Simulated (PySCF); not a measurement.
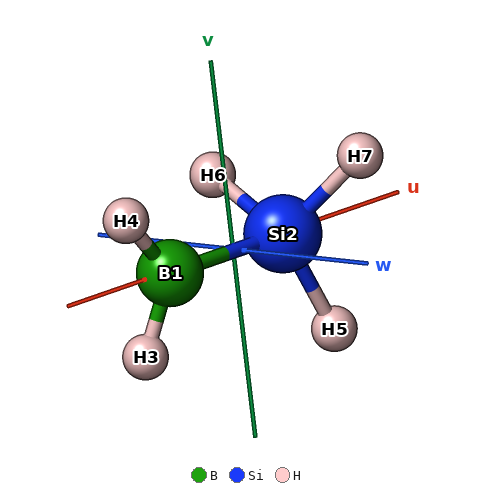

The lines u, v and w are the principal axes of the static dipole polarisability. Geometry: a frame of a GFN2-xTB molecular-dynamics simulation, not a minimum. Level of theory: PBE0/def2-SVPD (PySCF 2.14.0).

**Along which axis is the molecule most polarisable, and along which least?**

Most along u (nearly parallel to the B1–Si2 bond), least along w.

**Give the three principal values.**

u 55.2, v 45.2, w 42.6 bohr³; mean 47.7, anisotropy 11.5 bohr³.
